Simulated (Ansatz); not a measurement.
## Electronic structure of BrClH₄O₃Sn in real space

The calculation's input:

```
crystal:
  periodic: [false, false, false]
  atoms:
    - { symbol: Sn, position_ang: [-0.084362, -0.120475, -0.048913] }
    - { symbol: Cl, position_ang: [-0.191818, -0.338126, 2.335229] }
    - { symbol: O, position_ang: [1.755129, -0.123793, -0.704319] }
    - { symbol: H, position_ang: [2.065244, -1.052201, -0.767007] }
    - { symbol: O, position_ang: [-0.956203, 1.515593, -0.664075] }
    - { symbol: H, position_ang: [-1.886478, 1.30777, -0.894812] }
    - { symbol: O, position_ang: [-1.071231, -1.726176, -0.633185] }
    - { symbol: H, position_ang: [-1.362404, -2.195365, 0.178146] }
    - { symbol: Br, position_ang: [1.827687, 2.824489, 1.362587] }
    - { symbol: H, position_ang: [1.178735, 1.828785, 2.289647] }
basis:
  gaussian: { orbitals: def2-SVP }
hamiltonian:
  xc: lda
relax:
  f_tol: 0.03
  max_steps: 50
output:
  orbitals: {}
```

Command:

```sh
ansatz run input.yaml --threads 4 --pin off --max-ram 5120MiB --backend cpu --events-out ev --progress --plain --runs-dir out
```

The fields are those of the run's last geometry, not of the input's.

Core potentials replace the inner electrons of Sn.

Level of theory: RKS LDA/def2-SVP in Ansatz.

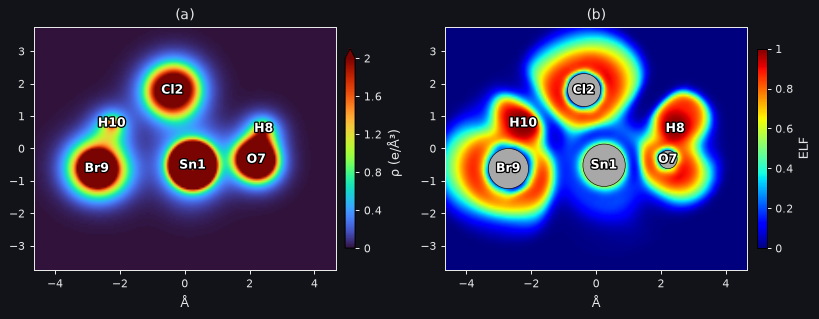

Figure 1. (a) electron density; (b) ELF on the plane of atoms Sn1, Br9 and H10. Grey discs cover the atomic cores in the ELF map.

Q: Interpret the plot.

A:
- The section cuts through Sn, Cl, O, H and Br sites.
- Sn–O (1.98 Å): ρ is about 0.75 e/Å³ halfway; the ELF peaks at about 0.80 in the valence shell of O, 0.6 Å from its nucleus, and drops to about 0.15 between the two atoms.
- Sn–Cl (2.40 Å): ρ at the midpoint is about 0.5 e/Å³; the ELF peaks at about 0.80 in the valence shell of Cl, 0.8 Å from its nucleus, and drops to about 0.15 between the two atoms.
- Sn–Br (2.95 Å): ρ is about 0.21 e/Å³ halfway; the ELF peaks at about 0.80 in the valence shell of Br, 1.0 Å from its nucleus, and drops to about 0.15 between the two atoms.
- O–H (0.98 Å): ρ at the midpoint is about 3.5 e/Å³; the ELF climbs to about 1 towards the hydrogen, as it does in any bond to H (a covalent bond by its length).
- Br–H (1.47 Å): the density is about 1.5 e/Å³ at the midpoint; the ELF climbs to about 1 towards the hydrogen.
- The ELF also peaks beside O7, Br9 and Cl2, away from the bonds: lone-pair regions.

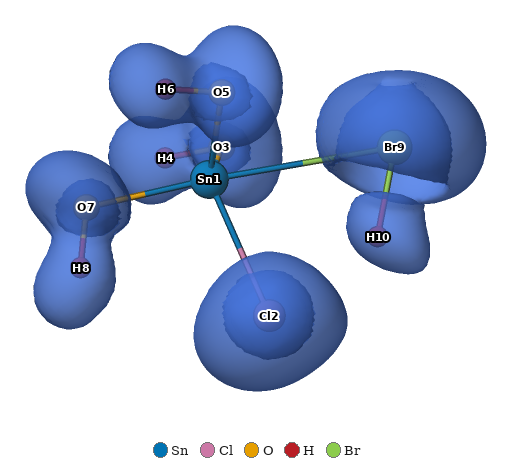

Figure 2. Isosurface of the ELF at 0.75 (blue), seen from one side. Only the valence region is drawn (cores and ρ < 0.01 e/Å³ removed).

Q: Describe the localisation domains.

A: At this value the surface marks out one region around a hydrogen nucleus, one region wrapped around Br (its valence shell), one region wrapped around Cl (its valence shell) and three joined regions spread over several atoms (H, O), in which their bonds and any lone pairs are merged. Profiles from the grid: Sn–O (1.96 Å): the ELF peaks at about 0.80 in the valence shell of O, 0.6 Å from its nucleus, and drops to about 0.15 between the two atoms.

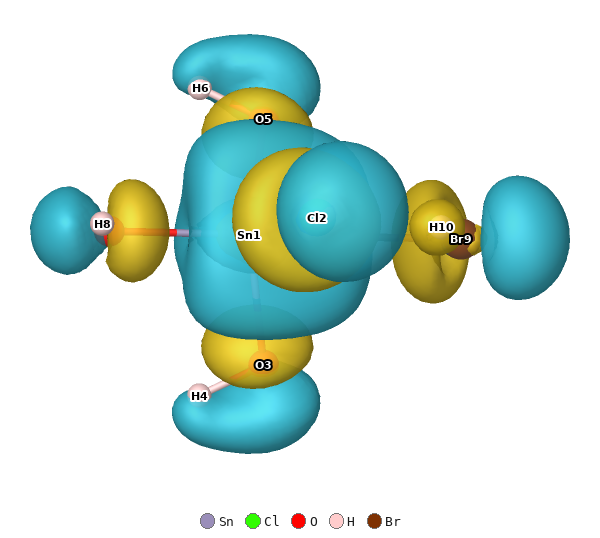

Figure 3. The LUMO at ±0.08 Å⁻³ᐟ² (yellow and cyan are the two phases), seen across its widest extent.

Q: Where does this orbital lie, and at what energy?

A: By Hirshfeld shares it lies mainly on Sn1 (about 35 %), Cl2 (about 20 %), O3 (about 15 %), O5 (about 15 %), Br9 (about 10 %) and O7 (about 10 %). Its energy is −3.24 eV.
